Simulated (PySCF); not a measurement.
System: C$_{5}$H$_{12}$Si.

The calculation's input:

```
{"job": {"kind": "nmr", "xc": "PBE0", "basis": "pcSseg-1"}, "charge": 0, "multiplicity": 1}
C      2.405798     0.059605     0.099796
C      1.331801    -0.854567    -0.474297
C      0.022408    -0.143898    -0.767317
C     -0.748082     0.487061     0.428760
C     -2.213280     0.381624    -0.069085
Si    -1.610122    -1.031079    -1.178709
H      2.080040     0.515690     1.048073
H      3.340261    -0.487937     0.300572
H      2.643006     0.880886    -0.595828
H      1.704869    -1.325176    -1.400511
H      1.143184    -1.686819     0.227534
H      0.180490     0.639441    -1.532599
H     -0.423421     1.503551     0.709429
H     -0.610997    -0.149792     1.320751
H     -2.981251     0.223865     0.700435
H     -2.495386     1.261987    -0.668650
H     -2.091522    -1.154393    -2.591909
H     -1.709173    -2.374658    -0.523221
```

Launched as:

```sh
OMP_NUM_THREADS=1 python probes_run.py task.json out
```

Geometry: PBE0-D3(BJ)/def2-SVP.

Theory: PBE0/pcSseg-1, SCF density, gas phase, non-relativistic in PySCF 2.14.0.

Predict the electron density and electron localisation function between the atoms.

C–Si (1.89 Å): the density is about 0.9 e/Å³ at the midpoint; the ELF peaks at about 0.95 between the atoms (localised, covalent bonding).

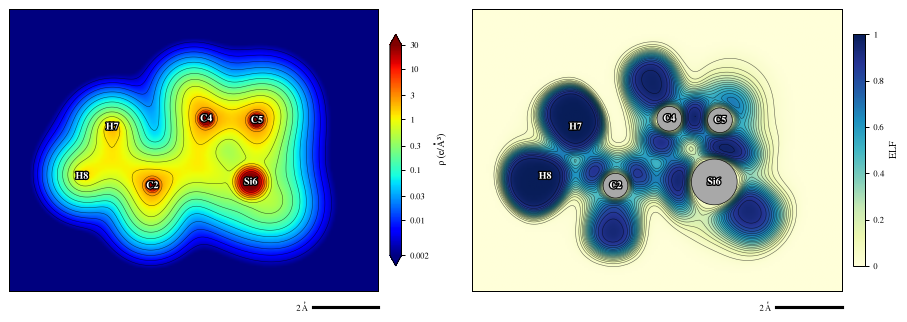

Computed electron density and electron localisation function on the plane of atoms C4, C5 and Si6, in this order. Grey discs cover the atomic cores in the ELF map. 
